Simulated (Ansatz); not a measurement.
Consider CH$_{5}$Cl$_{2}$HfNO.

```yaml
atoms:
  - { symbol: C, position_ang: [0.5918, -0.6211, 1.5357] }
  - { symbol: N, position_ang: [0.6452, 0.4170, 0.5248] }
  - { symbol: Hf, position_ang: [-0.3414, 0.6578, -1.2011] }
  - { symbol: O, position_ang: [-1.4915, -0.8504, -1.3316] }
  - { symbol: Cl, position_ang: [1.2340, 0.7603, -2.9619] }
  - { symbol: Cl, position_ang: [-1.5251, 2.7033, -1.1136] }
  - { symbol: H, position_ang: [1.5584, -1.1223, 1.6579] }
  - { symbol: H, position_ang: [-0.1381, -1.3799, 1.2476] }
  - { symbol: H, position_ang: [0.2891, -0.2255, 2.5116] }
  - { symbol: H, position_ang: [1.3184, 1.1337, 0.7762] }
  - { symbol: H, position_ang: [-2.1406, -1.4728, -1.6456] }
```

Geometry: PBE0-D4/def2-TZVP; core potentials replace the inner electrons of Hf.

Theory: RKS PBE0-D4/def2-TZVPP (Ansatz).

**Predict the electron density and electron localisation function between the atoms.**

Hf3···H10 (2.63 Å): the density falls to about 0.59 e/Å³ on the way; the ELF climbs to about 1 towards the hydrogen.
C–N (1.45 Å): ρ at the midpoint is about 1.9 e/Å³; the ELF peaks at about 0.90 between the atoms, as expected for a covalent bond.
Hf–O (1.90 Å): ρ at the midpoint is about 0.93 e/Å³; the ELF peaks at about 0.80 in the valence shell of O, 0.6 Å from its nucleus, and drops to about 0.20 between the two atoms.
Hf–N (2.00 Å): the density is about 0.89 e/Å³ at the midpoint; the ELF peaks at about 0.85 in the valence shell of N, 0.6 Å from its nucleus, and is about 0.30 at the midpoint.

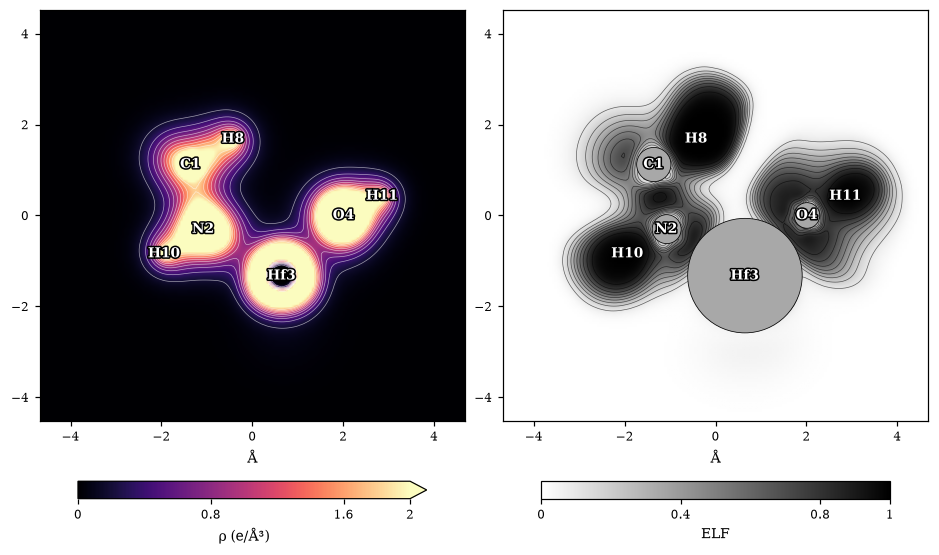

Computed electron density and electron localisation function on the plane of atoms C1, N2 and H10, in this order. Grey discs cover the atomic cores in the ELF map. 
